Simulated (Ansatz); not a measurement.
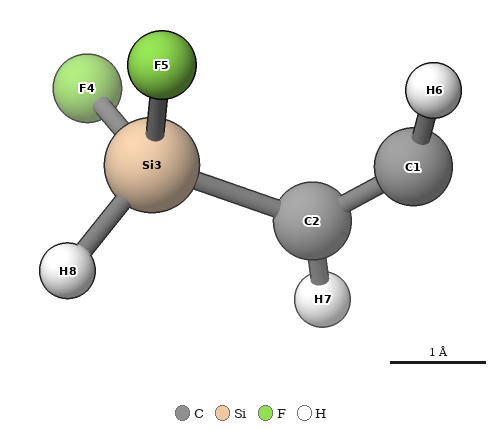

Figure 1. The structure as given in the input (ball-and-stick view, seen at a tilt; atoms are numbered from 1 in the order of the input). Bond lengths as drawn: C–C 1.31 Å, C–H 1.09 to 1.10 Å, C–Si 1.85 Å, F–Si 1.61 Å and H–Si 1.48 Å.

# C2H3F2Si: a changed input and its effect

System: C2H3F2Si, multiplicity 2.
Method of run 1: UKS PBE0-D4/def2-SVP (Ansatz 0.2.0).

Text and figures count atoms from 1; the logs count them from 0 in places.

The input, run 1:
```yaml
crystal:
  periodic: [false, false, false]
  atoms:
    - { symbol: C, position_ang: [0.869027, 0.482224, 1.510886] }
    - { symbol: C, position_ang: [0.942532, 0.120191, 0.248946] }
    - { symbol: Si, position_ang: [-0.610329, -0.242339, -0.693842] }
    - { symbol: F, position_ang: [-0.9022, 0.934689, -1.75988] }
    - { symbol: F, position_ang: [-1.878697, -0.254802, 0.305211] }
    - { symbol: H, position_ang: [0.084642, 0.652169, 2.252256] }
    - { symbol: H, position_ang: [1.919769, 0.031284, -0.251015] }
    - { symbol: H, position_ang: [-0.545134, -1.535881, -1.407501] }
magnetization:
  spin_polarized: true
  initial_magnetization: 1
basis:
  gaussian: { orbitals: def2-SVP }
hamiltonian:
  xc: pbe0
  dispersion: d4
output:
  forces: true
```

Launched with:
```bash
ansatz run input.yaml --threads 1 --pin off --max-ram 2560MiB --backend cpu --events-out ev --progress --plain --runs-dir out
```

Hardware: 1 thread of Intel Xeon (Sapphire Rapids), 64 GiB of memory available, shared host.

Output (run 1):
```
Engine: ansatz 0.2.0, x86_64-unknown-linux-gnu
Functional definition: PBE0
  parameter a = 0.25
  parameter kappa = 0.804
  parameter beta = 0.06672455060314922
  exchange = (1 - a)*pbe_x(kappa = kappa, mu = beta*pi^2/3) + a*exact_x
  correlation = pbe_c(beta = beta)
869 factors; integrals over basis functions are off by at most 1.3e-3 eV
mean field evaluation 1: about -15410.4172 eV, gradient 3.4e1 eV
mean field evaluation 2: about -15408.6816 eV, gradient 4.2e1 eV
mean field evaluation 4: about -15415.1766 eV, gradient 1.5e0 eV
mean field evaluation 8: about -15415.2915 eV, gradient 1.3e-1 eV
mean field evaluation 16: about -15415.2923 eV, gradient 9.0e-4 eV
mean field -15415.29225171 eV, -566.5015413900 hartree, gradient 4.1e-5 eV, S^2 0.764738; 0 other end points of the search recorded, 0 dependent functions left out
the calculation of the forces begins
reference -15415.29227465 eV, -566.5015422332 hartree; 24, 23 occupied and 65, 66 virtual orbitals, 869 factors
Total energy: -15415.42484909 eV, -566.5064142539 hartree
Atom 0 at     0.869027     0.482224     1.510886 Å, force     0.047045     0.011775     0.063148 eV/Å
Atom 1 at     0.942532     0.120191     0.248946 Å, force    -0.099427     0.089641     0.137672 eV/Å
Atom 2 at    -0.610329    -0.242339    -0.693842 Å, force     0.043115    -0.034430    -0.085291 eV/Å
Atom 3 at    -0.902200     0.934689    -1.759880 Å, force     0.017306    -0.047979    -0.045986 eV/Å
Atom 4 at    -1.878697    -0.254802     0.305211 Å, force     0.108851     0.010590     0.068088 eV/Å
Atom 5 at     0.084642     0.652169     2.252256 Å, force    -0.005886    -0.020341    -0.030002 eV/Å
Atom 6 at     1.919769     0.031284    -0.251015 Å, force    -0.019642    -0.007238    -0.027163 eV/Å
Atom 7 at    -0.545134    -1.535881    -1.407501 Å, force    -0.091362    -0.002018    -0.080465 eV/Å
Dipole moment:     0.248650    -0.175630     0.087982 e Å
```

The input of run 2 differs as follows (lines with − go, lines with + come):
```diff
-    - { symbol: F, position_ang: [-0.9022, 0.934689, -1.75988] }
-    - { symbol: F, position_ang: [-1.878697, -0.254802, 0.305211] }
+    - { symbol: F, position_ang: [-1.899308, -0.040104, 0.25729] }
+    - { symbol: F, position_ang: [-0.637835, -1.791636, -1.147649] }
-    - { symbol: H, position_ang: [-0.545134, -1.535881, -1.407501] }
+    - { symbol: H, position_ang: [-0.753553, 0.614005, -1.890911] }
```

What does this change do to the results?

On the same kind of shared host run 2 took about 100 times as long.

Output (run 2):
```
Engine: ansatz 0.2.0, x86_64-unknown-linux-gnu
Functional definition: PBE0
  parameter a = 0.25
  parameter kappa = 0.804
  parameter beta = 0.06672455060314922
  exchange = (1 - a)*pbe_x(kappa = kappa, mu = beta*pi^2/3) + a*exact_x
  correlation = pbe_c(beta = beta)
870 factors; integrals over basis functions are off by at most 1.3e-3 eV
mean field evaluation 1: about -15410.4227 eV, gradient 3.4e1 eV
mean field evaluation 2: about -15408.6961 eV, gradient 4.2e1 eV
mean field evaluation 4: about -15415.1796 eV, gradient 1.5e0 eV
mean field evaluation 8: about -15415.2942 eV, gradient 1.3e-1 eV
mean field evaluation 16: about -15415.2950 eV, gradient 8.8e-4 eV
mean field -15415.29498854 eV, -566.5016419666 hartree, gradient 4.0e-5 eV, S^2 0.764692; 0 other end points of the search recorded, 0 dependent functions left out
the calculation of the forces begins
reference -15415.29501166 eV, -566.5016428162 hartree; 24, 23 occupied and 65, 66 virtual orbitals, 870 factors
Total energy: -15415.42745919 eV, -566.5065101730 hartree
Atom 0 at     0.869027     0.482224     1.510886 Å, force     0.044158     0.031179     0.055824 eV/Å
Atom 1 at     0.942532     0.120191     0.248946 Å, force    -0.093816    -0.038976     0.169924 eV/Å
Atom 2 at    -0.610329    -0.242339    -0.693842 Å, force     0.039614    -0.031325    -0.084196 eV/Å
Atom 3 at    -1.899308    -0.040104     0.257290 Å, force     0.107903     0.073921     0.055523 eV/Å
Atom 4 at    -0.637835    -1.791636    -1.147649 Å, force     0.023925     0.028024    -0.063570 eV/Å
Atom 5 at     0.084642     0.652169     2.252256 Å, force    -0.006382    -0.012576    -0.032918 eV/Å
Atom 6 at     1.919769     0.031284    -0.251015 Å, force    -0.019250     0.000526    -0.029814 eV/Å
Atom 7 at    -0.753553     0.614005    -1.890911 Å, force    -0.096152    -0.050775    -0.070773 eV/Å
Dipole moment:     0.207202     0.249396    -0.009752 e Å
```

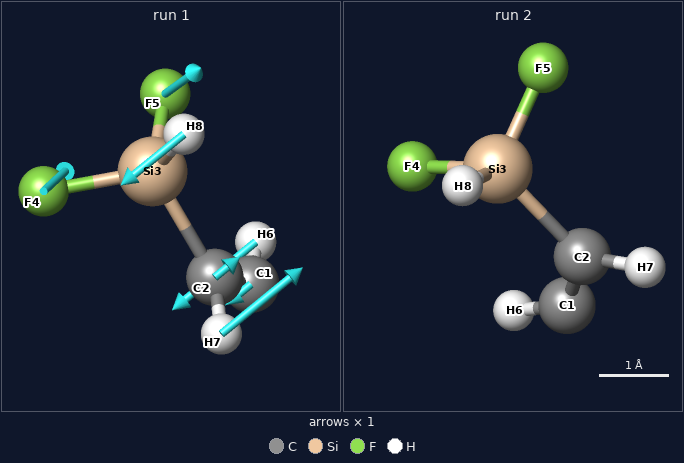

Figure 2. The two input geometries at one scale (ball-and-stick view, seen at a tilt). The teal arrows on the first give the shifts of the atoms after the best rigid fit, at true length. The largest move after the best rigid fit is that of H6, 1.59 Å. Largest moves by element: H 1.59 Å, F 1.25 Å, C 0.49 Å, Si 0.06 Å.

The two runs side by side:

```csv
quantity,run 1,run 2
outcome,converged,converged
total energy (hartree),−566.506414,–
⟨S²⟩,0.765,–
largest force (eV/Å),0.192,–
basis functions,89,–
wall time (shared host),4.3 s,7.3 min
```
